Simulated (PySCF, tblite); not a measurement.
# B2H4O: bond homolysis, part 2 of 2

tblite 0.8.0 and PySCF 2.14.0. Atoms count from 0.

## (13) Geometry optimisation at PBE0-D3(BJ)/def2-SVP

This step treats BH2O radical, labelled `B[O]` (the label fixes atoms and charge, not where charge and spin sit).

What the job is given:

```
{"job": {"xc": "PBE0", "basis": "def2-SVP", "d3": "d3bj", "grid": 1, "kind": "geom"}, "charge": 0, "multiplicity": 2}
O     -0.000049     0.000076     0.116489
B     -1.146943     0.203354     0.537048
H     -1.959185     0.934746     0.041132
H     -1.638758    -0.297493     1.510152
```

The program printed:

```text
step   0  E = -101.04199011  max force = 0.036522
step   1  E = -101.04539503  max force = 0.010690
step   2  E = -101.04558168  max force = 0.000191
step   3  E = -101.04558270  max force = 0.000163
optimisation converged
```

Run time: 2.8 s. Hardware: 1 thread of Arm Neoverse N1, shared host.

The steps of the relaxation:

```csv
step,energy from step 0 (eV),largest force component (eV/Å)
0,0.0000,1.8780
1,-0.0927,0.5497
2,-0.0977,0.0098
3,-0.0978,0.0084
```

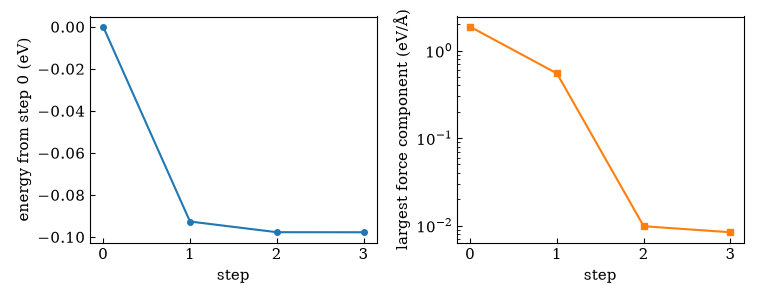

Energy and force, step by step.

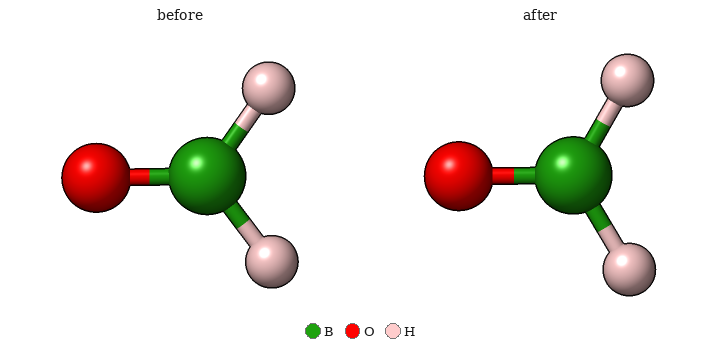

Before and after, at one scale.

Close pairs (by a distance rule), those that changed most:

```csv
bond,before (Å),after (Å),change (Å)
O0–B1,1.238,1.279,+0.040
B1–H3,1.200,1.224,+0.025
B1–H2,1.200,1.225,+0.024
```

The next job starts from the end point, and lists it.

```csv
at the end point,value
point group (found at 0.08 Å tolerance),C2v
"rotational constants (GHz, main isotopes)","223.5, 35.610, 30.717"
dipole moment (D),1.34
⟨S²⟩,0.759
```

## (14) Harmonic vibrations (BH₂O radical): PBE0-D3(BJ)/def2-SVP

What the job is given:

```
{"job": {"xc": "PBE0", "basis": "def2-SVP", "d3": "d3bj", "grid": 2, "kind": "hessian"}, "charge": 0, "multiplicity": 2}
O     -0.012991    -0.008757     0.127283
B     -1.197274     0.212440     0.555569
H     -1.932879     0.988314    -0.041744
H     -1.600070    -0.350772     1.565463
```

The program printed:

```text
coarse grid: 3416 points
cycle   1  E = -100.8825406608  dE =  9.253e-02  |g| = 5.109e-01  |ddm| = 1.396e+00
cycle   2  E = -100.2589569208  dE =  6.236e-01  |g| = 1.261e+00  |ddm| = 1.486e+00
cycle   3  E = -101.0182580918  dE = -7.593e-01  |g| = 7.245e-02  |ddm| = 1.184e+00
cycle   4  E = -101.0215998587  dE = -3.342e-03  |g| = 4.305e-02  |ddm| = 1.089e-01
cycle   5  E = -101.0227013332  dE = -1.101e-03  |g| = 1.820e-02  |ddm| = 4.754e-02
cycle   6  E = -101.0229632563  dE = -2.619e-04  |g| = 1.511e-03  |ddm| = 3.552e-02
cycle   7  E = -101.0229671853  dE = -3.929e-06  |g| = 5.170e-04  |ddm| = 3.319e-03
final grid: 33160 points
cycle   8  E = -101.0456003010  dE = -1.284e-05  |g| = 4.410e-03  |ddm| = 9.108e-03
cycle   9  E = -101.0455781922  dE =  2.211e-05  |g| = 8.547e-03  |ddm| = 8.299e-03
cycle  10  E = -101.0456092068  dE = -3.101e-05  |g| = 2.426e-04  |ddm| = 5.782e-03
cycle  11  E = -101.0456092925  dE = -8.576e-08  |g| = 1.844e-04  |ddm| = 4.665e-04
cycle  12  E = -101.0456093273  dE = -3.477e-08  |g| = 6.118e-05  |ddm| = 3.279e-04
cycle  13  E = -101.0456093330  dE = -5.755e-09  |g| = 1.529e-05  |ddm| = 1.741e-04
cycle  14  E = -101.0456093334  dE = -3.332e-10  |g| = 3.823e-06  |ddm| = 2.958e-05
cycle  15  E = -101.0456093335  dE = -8.521e-11  |g| = 1.614e-06  |ddm| = 1.965e-05
converged SCF energy = -101.0456093335

mode    cm-1
  1     541.8
  2     898.7
  3     967.1
  4    1438.3
  5    2433.2
  6    2494.4
ZPE 52.477  H(298)-E 63.174  G(298)-E -5.071 kJ/mol  S 228.90 J/(mol K)
```

Wall time 12 s (1 thread of Arm Neoverse N1, shared host); peak memory 0.55 GiB.

Zero-point energy 52.48 kJ/mol (xTB gave 50.89).

## (15) Single point (BH₂ radical): M06-2X/def2-TZVP

Geometry: PBE0-D3(BJ)/def2-SVP.

What the job is given:

```
{"job": {"kind": "sp", "xc": "M06-2X", "basis": "def2-TZVP", "grid": 3}, "charge": 0, "multiplicity": 2}
B      1.281975    -0.219015    -0.352775
H      1.380430    -1.109689    -1.158579
H      2.137920     0.511608     0.078359
```

The program printed:

```text
coarse grid: 10128 points
cycle   1  E = -25.9113142089  dE = -1.627e-01  |g| = 8.663e-02  |ddm| = 7.573e-01
cycle   2  E = -25.9206738709  dE = -9.360e-03  |g| = 2.972e-02  |ddm| = 1.521e-01
cycle   3  E = -25.9216608263  dE = -9.870e-04  |g| = 9.565e-03  |ddm| = 4.384e-02
cycle   4  E = -25.9217810007  dE = -1.202e-04  |g| = 2.628e-03  |ddm| = 1.898e-02
cycle   5  E = -25.9217874081  dE = -6.407e-06  |g| = 1.137e-03  |ddm| = 4.754e-03
final grid: 33664 points
cycle   6  E = -25.9217284396  dE = -9.008e-06  |g| = 9.101e-04  |ddm| = 2.866e-03
cycle   7  E = -25.9217292253  dE = -7.858e-07  |g| = 3.492e-04  |ddm| = 9.898e-04
cycle   8  E = -25.9217293717  dE = -1.464e-07  |g| = 1.578e-04  |ddm| = 3.988e-04
cycle   9  E = -25.9217294118  dE = -4.011e-08  |g| = 3.273e-05  |ddm| = 2.838e-04
cycle  10  E = -25.9217294148  dE = -3.013e-09  |g| = 1.089e-05  |ddm| = 7.725e-05
converged SCF energy = -25.9217294148
```

Wall time 1.6 s (1 thread of Arm Neoverse N1, shared host).

## (16) Single point (BH₂O radical): M06-2X/def2-TZVP

Geometry: PBE0-D3(BJ)/def2-SVP.

What the job is given:

```
{"job": {"kind": "sp", "xc": "M06-2X", "basis": "def2-TZVP", "grid": 3}, "charge": 0, "multiplicity": 2}
O     -0.012991    -0.008757     0.127283
B     -1.197274     0.212440     0.555569
H     -1.932879     0.988314    -0.041744
H     -1.600070    -0.350772     1.565463
```

The program printed:

```text
coarse grid: 15304 points
cycle   1  E = -101.0844865454  dE =  1.198e-01  |g| = 5.204e-01  |ddm| = 1.039e+00
cycle   2  E = -100.7772927684  dE =  3.072e-01  |g| = 1.044e+00  |ddm| = 7.105e-01
cycle   3  E = -101.2281795649  dE = -4.509e-01  |g| = 7.343e-02  |ddm| = 4.933e-01
cycle   4  E = -101.2330219065  dE = -4.842e-03  |g| = 3.277e-02  |ddm| = 7.378e-02
cycle   5  E = -101.2346108971  dE = -1.589e-03  |g| = 1.516e-02  |ddm| = 4.116e-02
cycle   6  E = -101.2351343650  dE = -5.235e-04  |g| = 4.827e-03  |ddm| = 3.062e-02
cycle   7  E = -101.2351968928  dE = -6.253e-05  |g| = 9.842e-04  |ddm| = 1.219e-02
cycle   8  E = -101.2351987840  dE = -1.891e-06  |g| = 3.818e-04  |ddm| = 1.920e-03
final grid: 47744 points
cycle   9  E = -101.2354465795  dE = -2.762e-06  |g| = 3.557e-04  |ddm| = 3.263e-03
cycle  10  E = -101.2354467691  dE = -1.896e-07  |g| = 2.591e-04  |ddm| = 4.721e-04
cycle  11  E = -101.2354468236  dE = -5.448e-08  |g| = 1.673e-04  |ddm| = 2.106e-04
cycle  12  E = -101.2354468701  dE = -4.657e-08  |g| = 7.262e-05  |ddm| = 1.966e-04
cycle  13  E = -101.2354468899  dE = -1.974e-08  |g| = 2.310e-05  |ddm| = 1.990e-04
cycle  14  E = -101.2354468916  dE = -1.756e-09  |g| = 7.807e-06  |ddm| = 6.417e-05
converged SCF energy = -101.2354468916
```

Wall time 5 s (1 thread of Arm Neoverse N1, shared host).

## (17) Relaxing the molecule with GFN2-xTB

This step treats B₂H₃O radical, labelled `[BH]OB` (the label fixes atoms and charge, not where charge and spin sit).

What the job is given:

```
{"job": {"kind": "relax", "xc": "GFN2-xTB", "basis": "xTB"}, "charge": 0, "multiplicity": 2}
B      1.252200    -0.215500    -0.342400
O     -0.009000     0.011500     0.097500
B     -1.215200     0.207300     0.581100
H      2.126800     0.518100     0.038600
H     -1.952000     0.976300    -0.014600
H     -1.596800    -0.368400     1.569200
```

The program printed:

```text
step      E/eV     max force
  0    -219.36109    3.691
  1    -219.54528    1.642
  2    -219.59898    0.728
  3    -219.63302    0.553
  4    -219.63761    0.266
  5    -219.64293    0.223
  6    -219.64604    0.259
  7    -219.65161    0.227
  8    -219.65445    0.158
  9    -219.65673    0.149
 10    -219.65854    0.170
 11    -219.66132    0.187
 12    -219.66409    0.158
 13    -219.66546    0.079
 14    -219.66583    0.046
 15    -219.66595    0.044
 16    -219.66604    0.030
 17    -219.66610    0.021
 18    -219.66612    0.012
 19    -219.66612    0.008
```

Run time: 0.07 s. Hardware: 1 thread of Arm Neoverse N1, shared host.

The steps of the relaxation:

```csv
step,energy from step 0 (eV),largest force (eV/Å)
0,0.0000,3.6905
1,-0.1842,1.6419
2,-0.2379,0.7282
3,-0.2719,0.5530
4,-0.2765,0.2662
5,-0.2818,0.2229
6,-0.2850,0.2585
7,-0.2905,0.2268
8,-0.2934,0.1581
9,-0.2956,0.1486
10,-0.2974,0.1699
11,-0.3002,0.1869
12,-0.3030,0.1576
13,-0.3044,0.0789
14,-0.3047,0.0465
15,-0.3049,0.0440
16,-0.3050,0.0295
17,-0.3050,0.0210
18,-0.3050,0.0121
19,-0.3050,0.0083
```

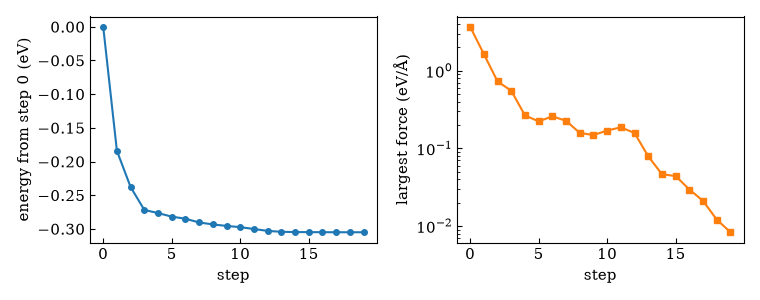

Energy and largest force along the relaxation.

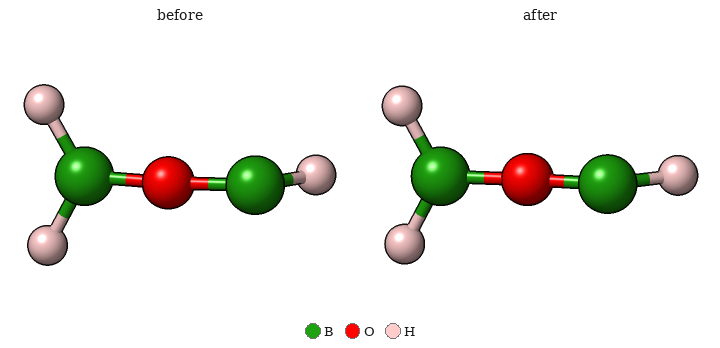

Before and after, at one scale.

Distances of close pairs at the start and the end, largest changes first:

```csv
bond,before (Å),after (Å),change (Å)
B0–O1,1.355,1.253,-0.102
B2–H4,1.220,1.178,-0.042
B0–H3,1.203,1.163,-0.040
B2–H5,1.206,1.178,-0.027
O1–B2,1.314,1.323,+0.009
```

The next job starts from the end point, and lists it.

## (18) Infrared spectrum with GFN2-xTB

What the job is given:

```
{"job": {"kind": "ir", "xc": "GFN2-xTB", "basis": "xTB"}, "charge": 0, "multiplicity": 2}
B      1.176222    -0.110887    -0.261747
O      0.018749     0.083931     0.176549
B     -1.235735     0.214122     0.577495
H      2.192794     0.414013    -0.050955
H     -1.953062     0.921662    -0.033376
H     -1.592863    -0.393628     1.521553
```

The program printed:

```text
mode    cm-1     km/mol
  1     264.5      0.78
  2     320.7      4.29
  3     618.5     19.41
  4     701.5    124.59
  5     761.1     57.36
  6     931.6     47.95
  7    1028.6      0.82
  8    1208.4     43.93
  9    1623.8     51.10
 10    2555.4    142.40
 11    2571.1    193.96
 12    2645.9    156.71
ZPE 91.102  H(298)-E 104.468  G(298)-E 25.903 kJ/mol  S 263.51 J/(mol K)
```

Run time: 0.15 s. Hardware: 1 thread of Arm Neoverse N1, shared host.

The strongest bands and the atoms that carry them (share of the mass-weighted mode):

```csv
cm⁻¹,km/mol,atoms
702,124.6,"H3 71 %, B0 20 %"
761,57.4,"H4 36 %, H5 36 %, B2 26 %"
932,48.0,"H5 35 %, H4 35 %, B2 21 %"
1208,43.9,"B2 32 %, H4 31 %, H5 31 %"
1624,51.1,"O1 56 %, B0 35 %"
2555,142.4,"H4 50 %, H5 46 %"
2571,194.0,"H5 47 %, H4 42 %, B2 11 %"
2646,156.7,H3 90 %
```

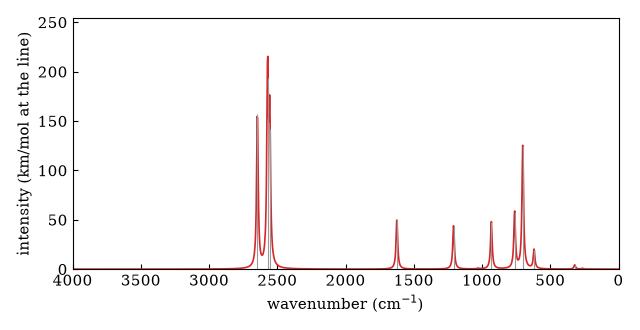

The infrared spectrum from these modes, unscaled. Lines are broadened to a width of 14 cm⁻¹ (Lorentzian).

## (19) Geometry optimisation at PBE0-D3(BJ)/def2-SVP

This step treats B2H3O radical, labelled `[BH]OB` (the label fixes atoms and charge, not where charge and spin sit).

Settings changed since step 18:

```diff
@@ -1,2 +1,2 @@
-{"job": {"kind": "ir", "xc": "GFN2-xTB", "basis": "xTB"}, "charge": 0, "multiplicity": 2}
+{"job": {"xc": "PBE0", "basis": "def2-SVP", "d3": "d3bj", "grid": 1, "kind": "geom"}, "charge": 0, "multiplicity": 2}
 B      1.176222    -0.110887    -0.261747
```

The program printed:

```text
step   0  E = -126.45127020  max force = 0.036255
step   1  E = -126.45716165  max force = 0.003736
step   2  E = -126.45719536  max force = 0.000290
step   3  E = -126.45719722  max force = 0.000161
optimisation converged
```

Run time: 6.3 s. Hardware: 1 thread of Arm Neoverse N1, shared host.

Along the way:

```csv
step,energy from step 0 (eV),largest force component (eV/Å)
0,0.0000,1.8643
1,-0.1603,0.1921
2,-0.1612,0.0149
3,-0.1613,0.0083
```

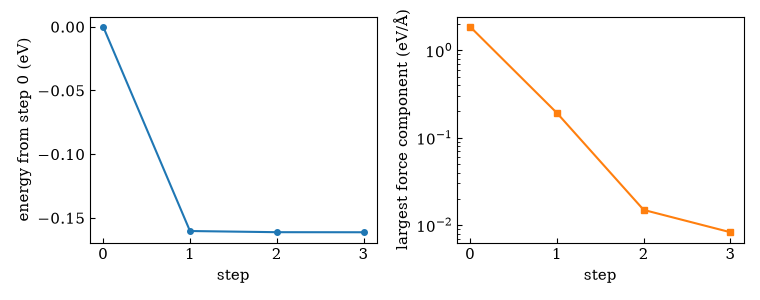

Energy and largest force along the relaxation.

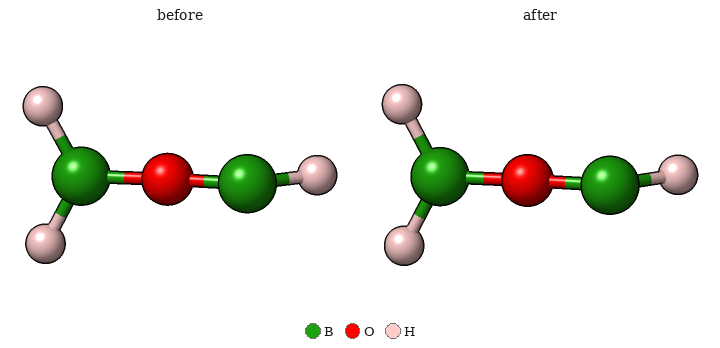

Before and after, at one scale.

Distances of close pairs at the start and the end, largest changes first:

```csv
bond,before (Å),after (Å),change (Å)
B0–O1,1.253,1.308,+0.055
B0–H3,1.163,1.210,+0.047
B2–H5,1.178,1.207,+0.029
B2–H4,1.178,1.207,+0.029
O1–B2,1.323,1.346,+0.023
```

The final coordinates are the input of the step that follows.

```csv
at the end point,value
point group (found at 0.08 Å tolerance),Cs
"rotational constants (GHz, main isotopes)","163.0, 9.898, 9.620"
dipole moment (D),0.46
⟨S²⟩,0.754
```

## (20) Harmonic vibrations (B2H3O radical): PBE0-D3(BJ)/def2-SVP

What the job is given:

```
{"job": {"xc": "PBE0", "basis": "def2-SVP", "d3": "d3bj", "grid": 2, "kind": "hessian"}, "charge": 0, "multiplicity": 2}
B      1.215814    -0.162210    -0.316345
O      0.017602     0.065665     0.156010
B     -1.251417     0.209825     0.581139
H      2.206674     0.462420    -0.011724
H     -1.976537     0.951499    -0.036674
H     -1.597512    -0.410942     1.557276
```

The program printed:

```text
coarse grid: 5120 points
cycle   1  E = -126.3764413408  dE =  1.935e-01  |g| = 3.520e-01  |ddm| = 1.813e+00
cycle   2  E = -126.2670900962  dE =  1.094e-01  |g| = 6.417e-01  |ddm| = 6.133e-01
cycle   3  E = -126.4295159430  dE = -1.624e-01  |g| = 2.665e-02  |ddm| = 4.068e-01
cycle   4  E = -126.4300695513  dE = -5.536e-04  |g| = 8.314e-03  |ddm| = 4.303e-02
cycle   5  E = -126.4301414936  dE = -7.194e-05  |g| = 5.018e-03  |ddm| = 2.113e-02
cycle   6  E = -126.4301625942  dE = -2.110e-05  |g| = 9.406e-04  |ddm| = 6.634e-03
cycle   7  E = -126.4301644589  dE = -1.865e-06  |g| = 1.940e-04  |ddm| = 3.242e-03
final grid: 49744 points
cycle   8  E = -126.4572308627  dE = -1.702e-05  |g| = 4.272e-03  |ddm| = 1.045e-02
cycle   9  E = -126.4572200393  dE =  1.082e-05  |g| = 7.038e-03  |ddm| = 6.742e-03
cycle  10  E = -126.4572381955  dE = -1.816e-05  |g| = 3.100e-04  |ddm| = 4.230e-03
cycle  11  E = -126.4572382646  dE = -6.913e-08  |g| = 5.446e-05  |ddm| = 5.449e-04
cycle  12  E = -126.4572382670  dE = -2.351e-09  |g| = 2.288e-05  |ddm| = 1.110e-04
cycle  13  E = -126.4572382674  dE = -4.516e-10  |g| = 6.853e-06  |ddm| = 3.779e-05
cycle  14  E = -126.4572382675  dE = -8.785e-11  |g| = 2.386e-06  |ddm| = 2.337e-05
converged SCF energy = -126.4572382675

mode    cm-1
  1     185.4
  2     236.6
  3     534.5
  4     900.9
  5     982.8
  6     999.9
  7    1027.6
  8    1265.2
  9    1578.8
 10    2576.4
 11    2602.2
 12    2688.3
ZPE 93.180  H(298)-E 106.953  G(298)-E 26.901 kJ/mol  S 268.50 J/(mol K)
```

Run time: 43 s. Hardware: 1 thread of Arm Neoverse N1, shared host; peak memory 0.86 GiB.

Zero-point energy 93.18 kJ/mol (xTB gave 91.10).

## (21) Single point (B₂H₃O radical): M06-2X/def2-TZVP

Geometry: PBE0-D3(BJ)/def2-SVP.

What the job is given:

```
{"job": {"kind": "sp", "xc": "M06-2X", "basis": "def2-TZVP", "grid": 3}, "charge": 0, "multiplicity": 2}
B      1.215814    -0.162210    -0.316345
O      0.017602     0.065665     0.156010
B     -1.251417     0.209825     0.581139
H      2.206674     0.462420    -0.011724
H     -1.976537     0.951499    -0.036674
H     -1.597512    -0.410942     1.557276
```

The program printed:

```text
coarse grid: 22960 points
cycle   1  E = -126.6498613865  dE =  2.792e-01  |g| = 3.560e-01  |ddm| = 1.377e+00
cycle   2  E = -126.6274935915  dE =  2.237e-02  |g| = 4.757e-01  |ddm| = 5.478e-01
cycle   3  E = -126.7055198352  dE = -7.803e-02  |g| = 3.049e-02  |ddm| = 2.213e-01
cycle   4  E = -126.7067324631  dE = -1.213e-03  |g| = 7.882e-03  |ddm| = 8.315e-02
cycle   5  E = -126.7068611000  dE = -1.286e-04  |g| = 4.395e-03  |ddm| = 2.312e-02
cycle   6  E = -126.7068859738  dE = -2.487e-05  |g| = 1.514e-03  |ddm| = 1.307e-02
cycle   7  E = -126.7068904562  dE = -4.482e-06  |g| = 5.348e-04  |ddm| = 4.782e-03
final grid: 71600 points
cycle   8  E = -126.7072178597  dE = -6.450e-06  |g| = 8.998e-04  |ddm| = 1.288e-02
cycle   9  E = -126.7072180967  dE = -2.370e-07  |g| = 9.617e-04  |ddm| = 1.911e-03
cycle  10  E = -126.7072184152  dE = -3.185e-07  |g| = 1.838e-04  |ddm| = 5.324e-04
cycle  11  E = -126.7072184609  dE = -4.566e-08  |g| = 5.104e-05  |ddm| = 3.585e-04
cycle  12  E = -126.7072184656  dE = -4.767e-09  |g| = 2.777e-05  |ddm| = 1.231e-04
converged SCF energy = -126.7072184656
```

It took 11 s on 1 thread of Arm Neoverse N1, shared host; peak memory 0.5 GiB.

## (22) Bond homolysis: M06-2X/def2-TZVP

This step combines the energies above: geometries from PBE0-D3(BJ)/def2-SVP, zero-point and thermal terms from PBE0-D3(BJ)/def2-SVP.

What the job is given:

```
{"job": {"kind": "bd", "cap": 8, "geom": {"xc": "PBE0", "basis": "def2-SVP", "d3": "d3bj", "grid": 1}, "hess": 1, "level": {"xc": "M06-2X", "basis": "def2-TZVP", "grid": 3}}, "charge": 0, "multiplicity": 1}
B      1.235996    -0.209359    -0.337069
O      0.001729     0.002836     0.120502
B     -1.232623     0.214871     0.577931
H      1.411892    -1.105982    -1.129656
H      2.129267     0.503453     0.059209
H     -1.948752     0.980122    -0.025918
H     -1.585757    -0.366691     1.578013
```

Output (the driver's rows laid out field by field):

```text
homolysis bond by bond, M06-2X/def2-TZVP // PBE0-D3(BJ)/def2-SVP

row 1
  atoms                   0 1
  elements                B O
  length                  1.3333
  fragments               formula BH2, charge 0, multiplicity 2, smiles [BH2], kept yes, pieces 1, point_group C2v, largest_spin B 0.998; formula BH2O, charge 0, multiplicity 2, smiles B[O], kept yes, pieces 1, point_group C2v, largest_spin O 0.828
  electronic              570.77
  zero_kelvin             538.95
  enthalpy                545.31
  free_energy             495.98

row 2
  atoms                   0 3
  elements                B H
  length                  1.2096
  fragments               formula B2H3O, charge 0, multiplicity 2, smiles [BH]OB, kept yes, pieces 1, point_group Cs, largest_spin B 0.899; formula H, charge 0, multiplicity 2, smiles [H], kept yes, pieces 1
  electronic              444.24
  zero_kelvin             415.39
  enthalpy                421.01
  free_energy             383.67
```

Run time: 2.1 min. Hardware: 1 thread of Arm Neoverse N1, shared host.

Some single points behind these values are not shown above.

Dissociation energies (kJ/mol, gas phase, 298 K for the thermal columns):

```csv
bond,fragments,electronic,enthalpy,free energy
B0–O1,[BH2] + B[O],570.8,545.3,496.0
B0–H3,[BH]OB + [H],444.2,421.0,383.7
```

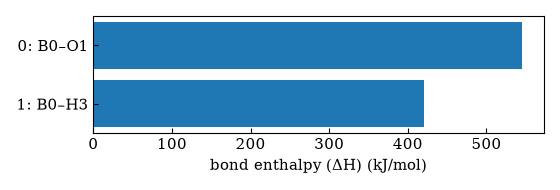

Dissociation energies, as enthalpies.

## (23) What came out

This closing draws on all 2 parts.

```
                                    quantity                   value
   strongest single infrared mode (GFN2-xTB)   2536 cm⁻¹, 300 km/mol
                zero-point energy (GFN2-xTB)           28.5 kcal/mol
                                 point group                     D2d
        rotational constants (main isotopes)  110.98, 9.00, 9.00 GHz
bond enthalpy (ΔH), B0–O1 (M06-2X/def2-TZVP)            545.3 kJ/mol
bond enthalpy (ΔH), B0–H3 (M06-2X/def2-TZVP)            421.0 kJ/mol
```

In words: No mode is imaginary among the 15: a minimum at this level. The strongest single mode, at 2536 cm⁻¹, has its largest shares on H6, H3, H5 and H4 (the list is cut at 4 atoms). GFN2-xTB is a fitted tight-binding method: band positions and strengths are rough. Its intensities can rank the bands wrongly. Over 2 steps the energy fell by 0.126 eV; of the close pairs, B0–O1 changed most, 1.295 to 1.333 Å (PBE0/def2-SVP). At M06-2X/def2-TZVP the bond enthalpy (ΔH) runs from 421.0 kJ/mol (B0–H3) to 545.3 kJ/mol (B0–O1).
